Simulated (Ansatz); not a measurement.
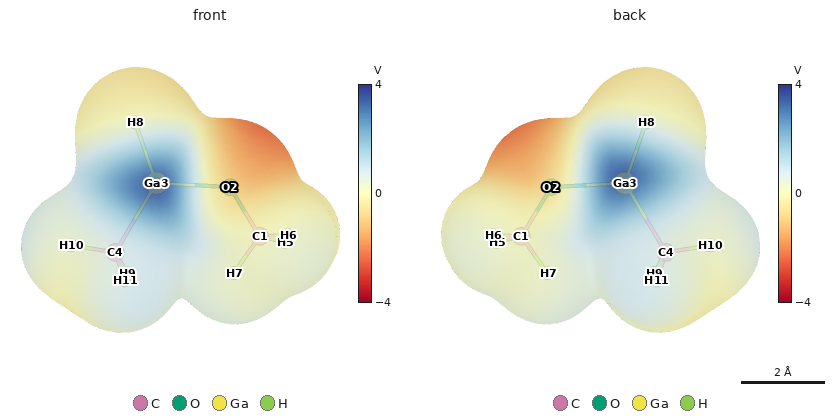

Figure. C₂H₇GaO (SMILES C[O][GaH][CH3]). The molecular electrostatic potential painted on the density surface at 0.002 e/bohr³, seen from the front and from behind; the colour scale runs from red (negative) to blue (positive).

Geometry: PBE0-D4/def2-TZVP.

Method: Ansatz, isolated molecule in a Gaussian basis; Hartree-Fock.

Input

```
crystal:
  periodic: [false, false, false]
  atoms:
    - {symbol: C, position_ang: [-0.791600, 1.602400, 0.445600]}
    - {symbol: O, position_ang: [-0.543500, 0.539300, 1.321100]}
    - {symbol: Ga, position_ang: [0.230400, -1.001400, 0.840100]}
    - {symbol: C, position_ang: [0.760100, -1.200000, -1.038200]}
    - {symbol: H, position_ang: [-0.273700, 2.505300, 0.790600]}
    - {symbol: H, position_ang: [-1.864800, 1.825700, 0.416600]}
    - {symbol: H, position_ang: [-0.465300, 1.405800, -0.585500]}
    - {symbol: H, position_ang: [0.366600, -1.985700, 2.041400]}
    - {symbol: H, position_ang: [-0.112800, -1.118100, -1.690500]}
    - {symbol: H, position_ang: [1.236500, -2.164400, -1.217400]}
    - {symbol: H, position_ang: [1.458000, -0.409100, -1.323800]}
basis:
  gaussian:
    orbitals: def2-SVP
hamiltonian:
  xc: hf
accuracy: high
output: {forces: true, orbitals: {seedname: orbitals}}
```

Run with:

```sh
ansatz run job.yaml --threads 1 --pin off --max-ram 2610MiB --events-out events.jsonl --progress --plain --runs-dir runs
```

Describe the electrostatic potential map.

The most negative region (about −2.2 V) lies over O2, the most positive (about +3.4 V) over Ga3. O2 is the likeliest acceptor of a hydrogen bond.

What dipole moment does the calculation give?

Its dipole moment is 2.12 D.
